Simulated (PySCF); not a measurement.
# C4H6BN: the cost of one run

Computed with PySCF 2.14.0, with density-fitted response routines of our own, on a single molecule in the gas phase. Atoms are numbered from 0 throughout.

### Step 1. The starting structure

12 atoms, charge 0, multiplicity 1; geometry from: GFN2-xTB. The atoms were then displaced at random by about 0.01 Å, so the start is not that level's minimum.

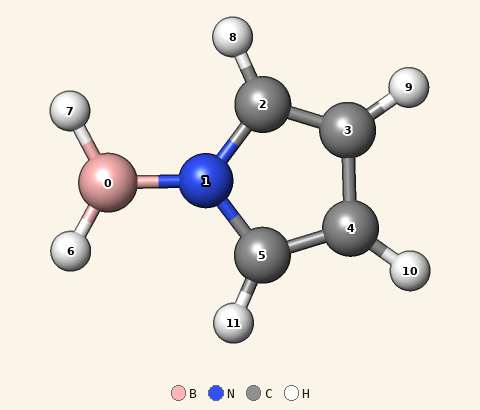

The starting geometry (boron pink, nitrogen blue, carbon grey, hydrogen white), atoms numbered; sticks join atoms by distance.

### Step 2. Geometry optimisation at PBE0-D3(BJ)/def2-SVP

Job settings and geometry (Å):

```
{"job": {"xc": "PBE0", "basis": "def2-SVP", "d3": "d3bj", "grid": 1, "shake": 0.01, "kind": "geom"}, "charge": 0, "multiplicity": 1}
B      2.029350    -0.186400     0.128200
N      0.603310    -0.054030     0.033260
C     -0.135200     1.106270    -0.190650
C     -1.405990     0.824560    -0.206700
C     -1.568240    -0.588460    -0.000070
C     -0.315160    -1.070580     0.147590
H      2.490400    -1.215670     0.310510
H      2.674220     0.809080     0.003570
H      0.386080     2.052840    -0.285550
H     -2.248770     1.510810    -0.340880
H     -2.493010    -1.136540     0.060460
H      0.022690    -2.080170     0.331220
```

On the command line:

```sh
$ OMP_NUM_THREADS=1 python probes_run.py task.json out
```

The driver reads the jobs from task.json and runs them one after another.

**Question.** How long does this first job take on 1 thread of Arm Neoverse V1, shared host, and how much memory does it need?

About 32 s, with a peak of 0.48 GiB.
